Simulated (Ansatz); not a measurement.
**C₃H₇AlB₂: nudged elastic band (part 1 of 2)**

The run: nudged elastic band of C₃H₇AlB₂. Method and program: RKS r2SCAN/cc-pVDZ (Ansatz 0.2.0).

It belongs to a series of runs on one base structure; here: band between the two ends. Figures and captions count atoms from 1; the log counts them from 0 in places.

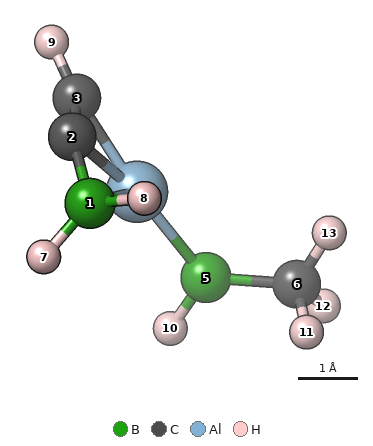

Figure 1. The starting structure (ball-and-stick view, seen at a tilt; atoms are numbered from 1 in the order of the input). Sticks mark near contacts. Bond lengths as drawn: Al–B 2.09 to 2.43 Å, Al–C 1.92 to 2.01 Å, B–C 1.48 to 1.56 Å, B–H 1.21 Å, C–C 1.33 Å and C–H 1.09 to 1.11 Å.

The input:
```yaml
crystal:
  periodic: [false, false, false]
  atoms:
    - { symbol: B, position_ang: [-2.417646, 0.02349, 0.482775] }
    - { symbol: C, position_ang: [-1.965656, 1.426003, 0.613819] }
    - { symbol: C, position_ang: [-1.072104, 2.403716, 0.502701] }
    - { symbol: Al, position_ang: [-0.207751, 0.813887, -0.132015] }
    - { symbol: B, position_ang: [1.257297, -0.436841, -0.947247] }
    - { symbol: C, position_ang: [2.247097, -1.323447, -0.134526] }
    - { symbol: H, position_ang: [-3.033755, -0.313902, -0.504641] }
    - { symbol: H, position_ang: [-2.339561, -0.71674, 1.439673] }
    - { symbol: H, position_ang: [-1.134546, 3.466878, 0.745482] }
    - { symbol: H, position_ang: [1.255999, -0.524191, -2.156063] }
    - { symbol: H, position_ang: [1.823278, -2.349044, -0.210437] }
    - { symbol: H, position_ang: [3.236071, -1.398743, -0.61967] }
    - { symbol: H, position_ang: [2.371878, -1.105867, 0.93495] }
basis:
  gaussian: { orbitals: cc-pVDZ }
hamiltonian:
  xc: r2scan
neb:
  order_check: false
  images: 8
  f_tol: 0.03
  max_iterations: 60
  climbing: false
  final_atoms:
    - { symbol: B, position_ang: [-2.42241883, 0.0238726, 0.48321601] }
    - { symbol: C, position_ang: [-1.96559316, 1.42429259, 0.6145779] }
    - { symbol: C, position_ang: [-1.07059893, 2.40066946, 0.50348431] }
    - { symbol: Al, position_ang: [-0.20973961, 0.8086662, -0.13146536] }
    - { symbol: B, position_ang: [1.26056554, -0.43563989, -0.94786697] }
    - { symbol: C, position_ang: [2.25085479, -1.32147449, -0.13546661] }
    - { symbol: H, position_ang: [-2.34959465, -0.71762169, 1.4392421] }
    - { symbol: H, position_ang: [-3.03722933, -0.31086528, -0.50603038] }
    - { symbol: H, position_ang: [-1.13191271, 3.46381249, 0.74599384] }
    - { symbol: H, position_ang: [1.26224173, -0.51904511, -2.15712776] }
    - { symbol: H, position_ang: [1.81659374, -2.34343894, -0.20324354] }
    - { symbol: H, position_ang: [3.23707371, -1.408416, -0.62334986] }
    - { symbol: H, position_ang: [2.3803587, -1.09961292, 0.9328373] }
  initial_path:
    images:
      - { positions_ang: [[-2.417646, 0.02349, 0.482775], [-1.965656, 1.426003, 0.613819], [-1.072104, 2.403716, 0.502701], [-0.207751, 0.813887, -0.132015], [1.257297, -0.436841, -0.947247], [2.247097, -1.323447, -0.134526], [-3.033755, -0.313902, -0.504641], [-2.339561, -0.71674, 1.439673], [-1.134546, 3.466878, 0.745482], [1.255999, -0.524191, -2.156063], [1.823278, -2.349044, -0.210437], [3.236071, -1.398743, -0.61967], [2.371878, -1.105867, 0.93495]] }
      - { positions_ang: [[-2.49430309, 0.01340322, 0.60304373], [-1.89615431, 1.30355706, 0.56952914], [-1.10550518, 2.35229548, 0.38197265], [-0.13173595, 0.82597479, -0.14713624], [1.3971029, -0.33572598, -0.89297488], [2.22287141, -1.36484944, -0.20328957], [-3.140923, -0.36673277, -0.34251371], [-2.45693357, -0.59690641, 1.59168798], [-1.1953079, 3.41358052, 0.55177994], [1.58551069, -0.25275496, -1.92495568], [1.72874157, -2.29813917, -0.38969206], [3.22502123, -1.48427801, -0.64753324], [2.2822162, -1.24422533, 0.86488294]] }
      - { positions_ang: [[-2.57096017, 0.00331645, 0.72331245], [-1.82665262, 1.18111111, 0.52523928], [-1.13890637, 2.30087497, 0.26124431], [-0.05572091, 0.83806258, -0.16225749], [1.5369088, -0.23461097, -0.83870276], [2.19864583, -1.40625189, -0.27205314], [-3.248091, -0.41956353, -0.18038643], [-2.57430613, -0.47707283, 1.74370296], [-1.2560698, 3.36028305, 0.35807788], [1.91502237, 0.01868107, -1.69384837], [1.63420514, -2.24723433, -0.56894711], [3.21397146, -1.56981301, -0.67539647], [2.19255439, -1.38258366, 0.79481587]] }
      - { positions_ang: [[-2.64761726, -0.00677033, 0.84358118], [-1.75715093, 1.05866517, 0.48094943], [-1.17230755, 2.24945445, 0.14051596], [0.02029414, 0.85015036, -0.17737873], [1.6767147, -0.13349595, -0.78443063], [2.17442024, -1.44765433, -0.34081671], [-3.35525899, -0.4723943, -0.01825914], [-2.6916787, -0.35723924, 1.89571794], [-1.3168317, 3.30698557, 0.16437582], [2.24453406, 0.29011711, -1.46274105], [1.53966871, -2.1963295, -0.74820217], [3.20292169, -1.65534802, -0.70325971], [2.10289259, -1.52094199, 0.72474881]] }
      - { positions_ang: [[-2.72427434, -0.0168571, 0.9638499], [-1.68764924, 0.93621922, 0.43665957], [-1.20570874, 2.19803393, 0.01978761], [0.09630918, 0.86223815, -0.19249997], [1.8165206, -0.03238093, -0.73015851], [2.15019466, -1.48905678, -0.40958028], [-3.46242699, -0.52522507, 0.14386815], [-2.80905126, -0.23740566, 2.04773292], [-1.3775936, 3.2536881, -0.02932624], [2.57404575, 0.56155314, -1.23163373], [1.44513227, -2.14542466, -0.92745723], [3.19187192, -1.74088302, -0.73112294], [2.01323079, -1.65930032, 0.65468175]] }
      - { positions_ang: [[-2.72480466, -0.01681459, 0.96389891], [-1.68764226, 0.93602918, 0.43674389], [-1.20554151, 2.19769543, 0.01987465], [0.09608823, 0.86165806, -0.1924389], [1.81688377, -0.03224747, -0.7302274], [2.15061219, -1.48883761, -0.40968479], [-3.38640917, -0.57008281, 0.35985516], [-2.88656996, -0.19230847, 1.83154366], [-1.37730101, 3.25334748, -0.02926937], [2.57473938, 0.56212491, -1.23175204], [1.44438958, -2.14480188, -0.92665795], [3.19198333, -1.7419578, -0.73153182], [2.01417309, -1.65860542, 0.654447]] }
      - { positions_ang: [[-2.6492082, -0.0066428, 0.84372818], [-1.75712999, 1.05809503, 0.48120239], [-1.17180586, 2.24843893, 0.14077707], [0.01963127, 0.8484101, -0.17719552], [1.67780422, -0.13309558, -0.78463729], [2.17567284, -1.44699683, -0.34113025], [-3.12720554, -0.60696753, 0.62970189], [-2.9242348, -0.22194767, 1.24715015], [-1.31595394, 3.30596374, 0.16454644], [2.24661497, 0.29183241, -1.46309597], [1.53744062, -2.19446114, -0.74580435], [3.20325593, -1.65857235, -0.70448633], [2.10571949, -1.5188573, 0.72404458]] }
      - { positions_ang: [[-2.57361174, 0.003529, 0.72355746], [-1.82661771, 1.18016088, 0.5256609], [-1.13807022, 2.29918244, 0.26167948], [-0.05682569, 0.83516213, -0.16195213], [1.53872466, -0.23394368, -0.83904718], [2.20073349, -1.40515605, -0.2725757], [-2.86800191, -0.64385225, 0.89954863], [-2.96189965, -0.25158687, 0.66275664], [-1.25460686, 3.35857999, 0.35836224], [1.91849056, 0.0215399, -1.6944399], [1.63049166, -2.24412041, -0.56495074], [3.21452852, -1.5751869, -0.67744084], [2.1972659, -1.37910917, 0.79364215]] }
      - { positions_ang: [[-2.49801529, 0.0137008, 0.60338673], [-1.89610544, 1.30222674, 0.5701194], [-1.10433457, 2.34992595, 0.3825819], [-0.13328265, 0.82191416, -0.14670875], [1.3996451, -0.33479179, -0.89345707], [2.22579414, -1.36331527, -0.20402116], [-2.60879828, -0.68073697, 1.16939537], [-2.99956449, -0.28122608, 0.07836313], [-1.19325979, 3.41119624, 0.55217804], [1.59036614, -0.2487526, -1.92578383], [1.7235427, -2.29377968, -0.38409714], [3.22580111, -1.49180145, -0.65039535], [2.2888123, -1.23936104, 0.86323972]] }
      - { positions_ang: [[-2.42241883, 0.0238726, 0.48321601], [-1.96559316, 1.42429259, 0.6145779], [-1.07059893, 2.40066946, 0.50348431], [-0.20973961, 0.8086662, -0.13146536], [1.26056554, -0.43563989, -0.94786697], [2.25085479, -1.32147449, -0.13546661], [-2.34959465, -0.71762169, 1.4392421], [-3.03722933, -0.31086528, -0.50603038], [-1.13191271, 3.46381249, 0.74599384], [1.26224173, -0.51904511, -2.15712776], [1.81659374, -2.34343894, -0.20324354], [3.23707371, -1.408416, -0.62334986], [2.3803587, -1.09961292, 0.9328373]] }
```

Launch command:
```bash
ansatz run input.yaml --threads 2 --pin off --max-ram 3072MiB --backend cpu --events-out ev --progress --plain --runs-dir out
```

What the program printed:
```
Engine: ansatz 0.2.0, x86_64-unknown-linux-gnu
Functional definition: r2SCAN
  parameter k0 = 0.174
  parameter k1 = 0.065
  parameter a1 = 4.9479
  exchange = r2scan_x(k0 = k0, k1 = k1, a1 = a1)
  correlation = r2scan_c
1507 factors; their error is unknown
mean field evaluation 1: about -11156.0132 eV, gradient 6.5e1 eV
mean field evaluation 2: about -11115.1818 eV, gradient 1.2e2 eV
mean field evaluation 4: about -11168.2631 eV, gradient 1.2e1 eV
mean field evaluation 8: about -11168.6717 eV, gradient 3.5e-1 eV
mean field evaluation 16: about -11168.6089 eV, gradient 2.2e-3 eV
mean field -11168.60890448 eV, -410.4388068848 hartree, gradient 3.2e-5 eV, S^2 0.000000; 0 other end points of the search recorded, 0 dependent functions left out
the calculation of the forces begins
reference -11168.60891788 eV, -410.4388073770 hartree; 24, 24 occupied and 99, 99 virtual orbitals, 1507 factors
1507 factors; their error is unknown
mean field evaluation 32: about -11168.6089 eV, gradient 5.0e-2 eV
mean field -11168.60895300 eV, -410.4388086678 hartree, gradient 3.3e-5 eV, S^2 0.000000; 0 other end points of the search recorded, 0 dependent functions left out
[... from here on the field's lines of each further geometry are left out, up to the last ...]
NEB iter   1: max|band force component| = 1.597e2 eV/Å  barrier→ = 47.4151 eV  barrier← = 47.4152 eV  Δτ_max = 0.1986 Å  (356 SCF iters)
NEB iter   2: max|band force component| = 4.362e1 eV/Å  barrier→ = 17.4332 eV  barrier← = 17.4332 eV  Δτ_max = 0.2000 Å  (279 SCF iters)
NEB iter   3: max|band force component| = 2.209e1 eV/Å  barrier→ = 10.9580 eV  barrier← = 10.9580 eV  Δτ_max = 0.1991 Å  (281 SCF iters)
NEB iter   4: max|band force component| = 1.134e1 eV/Å  barrier→ = 6.1189 eV  barrier← = 6.1190 eV  Δτ_max = 0.2000 Å  (283 SCF iters)
NEB iter   5: max|band force component| = 4.638e0 eV/Å  barrier→ = 5.3711 eV  barrier← = 5.3712 eV  Δτ_max = 0.2000 Å  (276 SCF iters)
NEB iter   6: max|band force component| = 6.667e0 eV/Å  barrier→ = 5.4442 eV  barrier← = 5.4442 eV  Δτ_max = 0.1007 Å  (276 SCF iters)
NEB iter   7: max|band force component| = 4.098e0 eV/Å  barrier→ = 5.2341 eV  barrier← = 5.2341 eV  Δτ_max = 0.1008 Å  (266 SCF iters)
NEB iter   8: max|band force component| = 2.705e0 eV/Å  barrier→ = 4.9744 eV  barrier← = 4.9744 eV  Δτ_max = 0.2000 Å  (272 SCF iters)
NEB iter   9: max|band force component| = 2.835e0 eV/Å  barrier→ = 4.5384 eV  barrier← = 4.5384 eV  Δτ_max = 0.1030 Å  (287 SCF iters)
NEB iter  10: max|band force component| = 3.239e0 eV/Å  barrier→ = 3.9697 eV  barrier← = 3.9698 eV  Δτ_max = 0.0502 Å  (266 SCF iters)
NEB iter  11: max|band force component| = 2.328e0 eV/Å  barrier→ = 3.6099 eV  barrier← = 3.6099 eV  Δτ_max = 0.1000 Å  (265 SCF iters)
NEB iter  12: max|band force component| = 2.504e0 eV/Å  barrier→ = 3.0847 eV  barrier← = 3.0847 eV  Δτ_max = 0.2000 Å  (258 SCF iters)
NEB iter  13: max|band force component| = 2.266e0 eV/Å  barrier→ = 2.0485 eV  barrier← = 2.0485 eV  Δτ_max = 0.2000 Å  (270 SCF iters)
NEB iter  14: max|band force component| = 1.489e0 eV/Å  barrier→ = 1.6969 eV  barrier← = 1.6970 eV  Δτ_max = 0.2000 Å  (277 SCF iters)
NEB iter  15: max|band force component| = 1.191e0 eV/Å  barrier→ = 1.4570 eV  barrier← = 1.4570 eV  Δτ_max = 0.2000 Å  (256 SCF iters)
NEB iter  16: max|band force component| = 7.221e-1 eV/Å  barrier→ = 1.2766 eV  barrier← = 1.2766 eV  Δτ_max = 0.1671 Å  (255 SCF iters)
NEB iter  17: max|band force component| = 4.947e-1 eV/Å  barrier→ = 1.2068 eV  barrier← = 1.2069 eV  Δτ_max = 0.1309 Å  (255 SCF iters)
NEB iter  18: max|band force component| = 5.030e-1 eV/Å  barrier→ = 1.1762 eV  barrier← = 1.1762 eV  Δτ_max = 0.0660 Å  (256 SCF iters)
NEB iter  19: max|band force component| = 1.908e-1 eV/Å  barrier→ = 1.1576 eV  barrier← = 1.1577 eV  Δτ_max = 0.1340 Å  (258 SCF iters)
NEB iter  20: max|band force component| = 2.581e-1 eV/Å  barrier→ = 1.1362 eV  barrier← = 1.1362 eV  Δτ_max = 0.0660 Å  (257 SCF iters)
NEB iter  21: max|band force component| = 1.844e-1 eV/Å  barrier→ = 1.1124 eV  barrier← = 1.1125 eV  Δτ_max = 0.0667 Å  (257 SCF iters)
NEB iter  22: max|band force component| = 4.755e-1 eV/Å  barrier→ = 1.1034 eV  barrier← = 1.1034 eV  Δτ_max = 0.0327 Å  (251 SCF iters)
NEB iter  23: max|band force component| = 1.342e-1 eV/Å  barrier→ = 1.0876 eV  barrier← = 1.0877 eV  Δτ_max = 0.0659 Å  (258 SCF iters)
NEB iter  24: max|band force component| = 1.399e-1 eV/Å  barrier→ = 1.0773 eV  barrier← = 1.0774 eV  Δτ_max = 0.0653 Å  (253 SCF iters)
NEB iter  25: max|band force component| = 1.225e-1 eV/Å  barrier→ = 1.0628 eV  barrier← = 1.0628 eV  Δτ_max = 0.0652 Å  (255 SCF iters)
NEB iter  26: max|band force component| = 1.234e-1 eV/Å  barrier→ = 1.0429 eV  barrier← = 1.0430 eV  Δτ_max = 0.0652 Å  (253 SCF iters)
NEB iter  27: max|band force component| = 1.074e-1 eV/Å  barrier→ = 1.0292 eV  barrier← = 1.0292 eV  Δτ_max = 0.0651 Å  (257 SCF iters)
NEB iter  28: max|band force component| = 1.068e-1 eV/Å  barrier→ = 1.0160 eV  barrier← = 1.0161 eV  Δτ_max = 0.0652 Å  (252 SCF iters)
NEB iter  29: max|band force component| = 8.895e-2 eV/Å  barrier→ = 1.0089 eV  barrier← = 1.0090 eV  Δτ_max = 0.0651 Å  (257 SCF iters)
NEB iter  30: max|band force component| = 2.316e-1 eV/Å  barrier→ = 1.0027 eV  barrier← = 1.0027 eV  Δτ_max = 0.0326 Å  (254 SCF iters)
NEB iter  31: max|band force component| = 2.024e-1 eV/Å  barrier→ = 1.0053 eV  barrier← = 1.0053 eV  Δτ_max = 0.0326 Å  (259 SCF iters)
NEB iter  32: max|band force component| = 6.550e-2 eV/Å  barrier→ = 0.9990 eV  barrier← = 0.9990 eV  Δτ_max = 0.0652 Å  (249 SCF iters)
NEB iter  33: max|band force component| = 5.834e-2 eV/Å  barrier→ = 0.9940 eV  barrier← = 0.9940 eV  Δτ_max = 0.0653 Å  (258 SCF iters)
NEB iter  34: max|band force component| = 5.151e-2 eV/Å  barrier→ = 0.9902 eV  barrier← = 0.9902 eV  Δτ_max = 0.0654 Å  (258 SCF iters)
NEB iter  35: max|band force component| = 4.168e-2 eV/Å  barrier→ = 0.9858 eV  barrier← = 0.9859 eV  Δτ_max = 0.0654 Å  (254 SCF iters)
NEB iter  36: max|band force component| = 5.581e-2 eV/Å  barrier→ = 0.9790 eV  barrier← = 0.9791 eV  Δτ_max = 0.0327 Å  (255 SCF iters)
NEB iter  37: max|band force component| = 5.867e-2 eV/Å  barrier→ = 0.9779 eV  barrier← = 0.9779 eV  Δτ_max = 0.0163 Å  (256 SCF iters)
NEB iter  38: max|band force component| = 1.356e-1 eV/Å  barrier→ = 0.9769 eV  barrier← = 0.9770 eV  Δτ_max = 0.0082 Å  (262 SCF iters)
NEB iter  39: max|band force component| = 4.314e-2 eV/Å  barrier→ = 0.9772 eV  barrier← = 0.9772 eV  Δτ_max = 0.0163 Å  (247 SCF iters)
NEB iter  40: max|band force component| = 4.097e-2 eV/Å  barrier→ = 0.9790 eV  barrier← = 0.9790 eV  Δτ_max = 0.0145 Å  (250 SCF iters)
NEB iter  41: max|band force component| = 3.221e-2 eV/Å  barrier→ = 0.9771 eV  barrier← = 0.9772 eV  Δτ_max = 0.0163 Å  (226 SCF iters)
the calculation of the forces begins
reference -11168.58952909 eV, -410.4380948523 hartree; 24, 24 occupied and 99, 99 virtual orbitals, 1507 factors
1507 factors; their error is unknown
mean field evaluation 2688: about -11167.6347 eV, gradient 2.7e-5 eV
mean field -11167.63474246 eV, -410.4030070908 hartree, gradient 2.7e-5 eV, S^2 0.000000; 1 other end points of the search recorded, 0 dependent functions left out
the calculation of the forces begins
reference -11167.63475692 eV, -410.4030076219 hartree; 24, 24 occupied and 99, 99 virtual orbitals, 1507 factors
NEB iter  42: max|band force component| = 1.771e-2 eV/Å  barrier→ = 0.9742 eV  barrier← = 0.9742 eV  Δτ_max = 0.0000 Å  (490 SCF iters)
```
